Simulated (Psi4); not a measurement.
# UMP2/aug-cc-pVTZ (density fitting, density fitting for correlation, sweep point 2) run of AlHF (SMILES [F][AlH])

Aim: the vertical ionisation energy of AlHF at UMP2/aug-cc-pVTZ (density fitting, density fitting for correlation, sweep point 2), from 2 runs. 

The calculation is run with Psi4 1.11.

### Step 1. The molecule

AlHF: 3 atoms, total charge 0, spin state doublet. As SMILES, `[F][AlH]`. Geometry: relaxed at PBE0-D4/def2-TZVP.

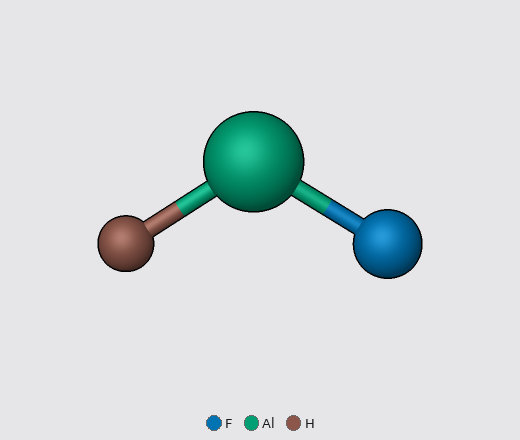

The structure, seen from a chosen angle (fluorine blue, aluminium teal, hydrogen brown).

### Step 2. The energy at UMP2/aug-cc-pVTZ (density fitting, density fitting for correlation, sweep point 2)

File alfh.in:

```
memory 1600 mb

molecule {
  0 2
  F      0.907100     0.893200     0.585600
  Al    -0.432500     0.318000    -0.199500
  H     -0.485400    -1.276100    -0.399300
  units angstrom
  symmetry c1
}

set {
  basis           aug-cc-pVTZ
  reference       uhf
  puream          true
  scf_type        df
  num_frozen_docc 6
  maxiter         150
}

energy_value, wavefunction = energy('mp2', return_wfn=True)
```

Command:

```sh
$ psi4 -i alfh.in -o alfh.out -n 1
```

alfh.out:

```text
[...]
  Running in c1 symmetry.
[...]
  Nuclear repulsion =   43.396946493649182
[...]
  Multiplicity = 2
[...]
  Nalpha       = 12
  Nbeta        = 11
[...]
    Number of basis functions: 119
[...]
   @DF-UHF iter   1:  -341.96336191249179   -8.26465e-01   3.41598e-03 DIIS/ADIIS
[...]
   @DF-UHF iter  12:  -342.02537338502691   -7.03153e-11   9.81500e-09 DIIS
[...]
   @S^2 Observed:                7.575942255E-01
[...]
    Orbital Energies [Eh]
    ---------------------
    Alpha Occupied:
       1A    -58.513614     2A    -26.252445     3A     -4.926888
       4A     -3.241910     5A     -3.238362     6A     -3.236562
       7A     -1.539430     8A     -0.681748     9A     -0.626817
      10A     -0.618462    11A     -0.517621    12A     -0.326589
    Alpha Virtual:
      13A      0.011029    14A      0.029675    15A      0.033471
      16A      0.043755    17A      0.060693    18A      0.086797
      19A      0.092645    20A      0.100031    21A      0.101135
      22A      0.106572    23A      0.112648    24A      0.130897
      25A      0.219818    26A      0.232817    27A      0.264283
[...]
  @DF-UHF Final Energy:  -342.02537338502691
   => Energetics <=
    Nuclear Repulsion Energy =             43.3969464936491818
    One-Electron Energy =                -563.8420383463067083
    Two-Electron Energy =                 178.4197184676305596
    Total Energy =                       -342.0253733850269100
  UHF NO Occupations:
  HONO-2 :   10  A 1.9998935
  HONO-1 :   11  A 1.9963697
[...]
 Multipole Moments:
 ------------------------------------------------------------------------------------
     Multipole            Electronic (a.u.)      Nuclear  (a.u.)        Total (a.u.)
 ------------------------------------------------------------------------------------
 L = 1.  Multiply by 2.5417464519 to convert [e a0] to [Debye]
 Dipole X            :          0.3298767           -1.0137479           -0.6838712
 Dipole Y            :          1.7956736           -1.8601452           -0.0644717
 Dipole Z            :         -0.0000000            0.0000000           -0.0000000
 Magnitude           :                                                    0.6869035
[...]
```

It took 1.9 s on 1 thread of Intel Xeon 6975P-C (Granite Rapids), shared host; peak memory 0.32 GiB.

### Step 3. The singlet cation, same level

File input.inp:

```
memory 1600 MB

molecule {
  1 1
  F      0.907100     0.893200     0.585600
  Al    -0.432500     0.318000    -0.199500
  H     -0.485400    -1.276100    -0.399300
  symmetry c1
}

set globals {
  basis aug-cc-pVTZ
  reference rhf
  puream true
  scf_type df
  num_frozen_docc 6
}

energy("mp2")
print_variables()
```

Command:

```sh
$ psi4 -n 1 input.inp input.out
```

input.out:

```text
[...]
  Running in c1 symmetry.
[...]
  Nuclear repulsion =   43.396946493649182
[...]
  Multiplicity = 1
[...]
  Nalpha       = 11
  Nbeta        = 11
[...]
    Number of basis functions: 119
[...]
   @DF-RHF iter   1:  -341.64080570146530   -5.03909e-01   3.47071e-03 DIIS/ADIIS
[...]
   @DF-RHF iter  10:  -341.71527707389407   -2.54090e-11   7.07813e-09 DIIS
[...]
    Orbital Energies [Eh]
    ---------------------
    Doubly Occupied:
       1A    -58.853169     2A    -26.495425     3A     -5.257462
       4A     -3.571594     5A     -3.570381     6A     -3.568643
       7A     -1.771217     8A     -0.908810     9A     -0.851313
      10A     -0.851130    11A     -0.750458
[...]
  @DF-RHF Final Energy:  -341.71527707389407
   => Energetics <=
    Nuclear Repulsion Energy =             43.3969464936491818
    One-Electron Energy =                -557.3252426168561442
    Two-Electron Energy =                 172.2130190493129760
    Total Energy =                       -341.7152770738940717
[...]
 Multipole Moments:
 ------------------------------------------------------------------------------------
     Multipole            Electronic (a.u.)      Nuclear  (a.u.)        Total (a.u.)
 ------------------------------------------------------------------------------------
 L = 1.  Multiply by 2.5417464519 to convert [e a0] to [Debye]
 Dipole X            :         -1.5648080           -1.0137479           -2.5785558
 Dipole Y            :          1.7075328           -1.8601452           -0.1526124
 Dipole Z            :          0.0000000            0.0000000            0.0000000
 Magnitude           :                                                    2.5830681
[...]
```

It took 1.9 s on 1 thread of Intel Xeon 6975P-C (Granite Rapids), shared host; peak memory 0.32 GiB.

### Step 4. Summary of results

At UMP2/aug-cc-pVTZ (density fitting, density fitting for correlation, sweep point 2), 6 core orbitals frozen:

```
                                                                quantity          value
                                              doublet AlHF: total energy  -342.34778 Eh
doublet AlHF: HOMO energy (Hartree–Fock orbitals) (highest over α and β)       -8.89 eV
 doublet AlHF: LUMO energy (Hartree–Fock orbitals) (lowest over α and β)        0.28 eV
               doublet AlHF: correlation energy (6 core orbitals frozen)     -322.4 mEh
                         doublet AlHF: ⟨S²⟩ of the reference determinant          0.758
                                            singlet cation: total energy  -342.03753 Eh
                     singlet cation: HOMO energy (Hartree–Fock orbitals)      -20.42 eV
                     singlet cation: LUMO energy (Hartree–Fock orbitals)       -7.98 eV
                   singlet cation: HOMO–LUMO gap (Hartree–Fock orbitals)       12.44 eV
             singlet cation: correlation energy (6 core orbitals frozen)     -322.2 mEh
                      vertical ionisation energy (to the singlet cation)       8.442 eV
```

What this shows: Removing an electron at fixed nuclei costs 8.44 eV (195 kcal/mol). Only the singlet of the ionised species was computed; a triplet could lie lower.
